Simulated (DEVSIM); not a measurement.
Structure: Al0.1Ga0.9As/GaAs n-p heterojunction, at 300 K.

```csv
layer (left to right),material,thickness (μm),Nd (cm⁻³),Na (cm⁻³),τn (s),τp (s)
1,Al0.1Ga0.9As,0.0440,3e16,-,9.3e-9,9.3e-9
2,GaAs,0.120,-,5e15,9.3e-9,9.3e-9
```

Left contact: ohmic. Right contact: ohmic. Voltage is applied to the left contact. Recombination: SRH at mid-gap, radiative, Auger. Mobility is μmin + (μ − μmin)/(1 + (N/Nref)^α).

Constants are typed, rounded textbook-type inputs, not results; the design itself was drawn at random and stands for no fabricated device. Values at 300 K.

```
parameter      Al0.1Ga0.9As    GaAs
-------------  ------------  ------
gap (eV)             1.5487   1.424
affinity (eV)         3.991    4.07
permittivity          12.62    12.9
Nc (cm⁻³)           5.17e17  4.7e17
Nv (cm⁻³)              9e18    9e18
μn (cm²/Vs)            6520    8500
μp (cm²/Vs)             317     400
μn,min                  500     500
μp,min                   20      20
Nref,n                 6e16    6e16
Nref,p               1.5e17  1.5e17
αn                     0.39    0.39
αp                     0.38    0.38
B (cm³/s)             2e-10   2e-10
Cn (cm⁶/s)            1e-30   1e-30
Cp (cm⁶/s)            1e-30   1e-30
```

Model (solved in DEVSIM): 1D drift-diffusion, Boltzmann statistics, complete ionisation; no tunnelling, impact ionisation, image-force lowering or self-heating. Band offsets follow the typed affinities; no thermionic-emission limit at abrupt steps, no polarisation charge.

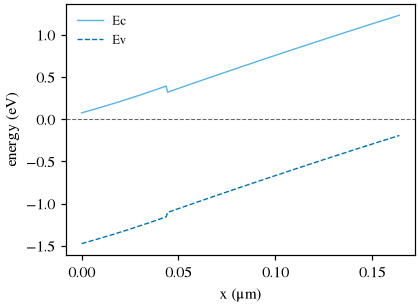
*Band edges at zero bias*

Energies count from the Fermi level of the right contact; mesh points crowd at the junctions.

```
x (μm)    Ec (eV)  Ev (eV)  n (cm⁻³)  p (cm⁻³)  field (V/cm)
--------  -------  -------  --------  --------  ------------
0.000       0.074   -1.475    3.0e16     < 1e2         65000
0.002316    0.089   -1.460    1.7e16     < 1e2         65000
0.005496    0.110   -1.439    7.5e15     < 1e2         66000
0.009861    0.139   -1.410    2.4e15     < 1e2         68000
0.01884     0.201   -1.347    2.2e14     < 1e2         71000
0.02688     0.260   -1.289    2.2e13     < 1e2         75000
0.03322     0.308   -1.240    3.4e12     < 1e2         78000
0.03896     0.354   -1.195    5.9e11     < 1e2         80000
0.04201     0.378   -1.170    2.3e11     < 1e2         81000
0.04441     0.319   -1.105    2.1e12     < 1e2         80000
0.04697     0.339   -1.085    9.3e11     < 1e2         80000
0.05213     0.381   -1.043    1.9e11     < 1e2         80000
0.05821     0.429   -0.995    2.9e10       170         79000
0.06705     0.499   -0.925     1.9e9      2600         79000
0.08657     0.652   -0.772   5300000    950000         77000
0.1064      0.804   -0.620     15000     3.4e8         76000
0.1260      0.952   -0.472     < 1e2    1.0e11         75000
0.1395      1.052   -0.372     < 1e2    5.1e12         74000
0.1510      1.136   -0.288     < 1e2    1.3e14         73000
0.1567      1.177   -0.247     < 1e2    6.5e14         73000
0.1609      1.208   -0.216     < 1e2    2.1e15         72000
0.1640      1.230   -0.194     < 1e2    5.0e15         72000
```
